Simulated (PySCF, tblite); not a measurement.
# C5H3N2 radical: geometry, infrared bands and EPR parameters

What infrared bands and EPR parameters should C5H3N2 radical (`C=C1[CH]N=C1C#N`) show?

The runs use tblite 0.8.0 and PySCF 2.14.0, with density-fitted response routines of our own; the level of theory stands in each step. All values are computed, except where a source is named. Atoms are numbered from 0 throughout.

## (1) The molecule as given

10 atoms, charge 0, multiplicity 2; geometry from: force field or distance geometry start.

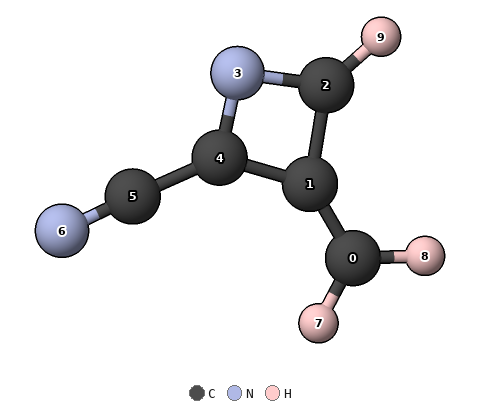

As it starts; carbon dark grey, nitrogen light blue, hydrogen pink, atoms numbered.

## (2) Relaxing the molecule with GFN2-xTB

What the job is given:

```
{"job": {"kind": "relax", "xc": "GFN2-xTB", "basis": "xTB"}, "charge": 0, "multiplicity": 2}
C     -1.293800     1.039300    -0.258300
C     -0.508200     0.006800    -0.067900
C     -0.561600    -1.478700     0.094200
N      0.788200    -1.523500     0.239900
C      0.898400    -0.246100     0.132000
C      2.125000     0.460200     0.184500
N      3.119800     1.074000     0.229100
H     -0.899000     2.054600    -0.315600
H     -2.367900     0.897300    -0.360700
H     -1.291900    -2.279100     0.100300
```

Started as:

```sh
> OMP_NUM_THREADS=1 python probes_run.py task.json out
```

This one command runs all jobs of the session in turn.

**Question.** This job is followed by: GFN2-xTB harmonic vibrations, gas phase; UKS B3LYP, pcH-1 on C H N, non-relativistic, mean-field spin-orbit, GIAO. What will the session give for the following? strongest single infrared mode (GFN2-xTB); zero-point energy (GFN2-xTB); g(iso) (B3LYP); ⟨S²⟩; largest a(iso); surface potential, least and greatest.

The runs gave:

| quantity | value |
| --- | --- |
| strongest single infrared mode (GFN2-xTB) | 2244 cm⁻¹, 124 km/mol |
| zero-point energy (GFN2-xTB) | 39.6 kcal/mol |
| g(iso) (B3LYP) | 2.00261 |
| ⟨S²⟩ | 0.780 (exact 0.75) |
| largest a(iso) | 13C on C4, 71.3 MHz |
| surface potential, least and greatest | -1.59 V and 1.70 V |

In words: Over 33 steps the energy fell by 0.340 eV; of the close pairs, N3–C4 changed most, 1.287 to 1.393 Å. No mode is imaginary among the 24: a minimum at this level. The strongest single mode, at 2244 cm⁻¹, moves mainly C5 and N6. Unscaled tight-binding wavenumbers are off by several per cent, some by more. Its intensities can rank the bands wrongly. The largest spin populations lie on C4 (0.63 e), C2 (0.47 e). The isotropic g lies 0.3 ppt above the free-electron value.
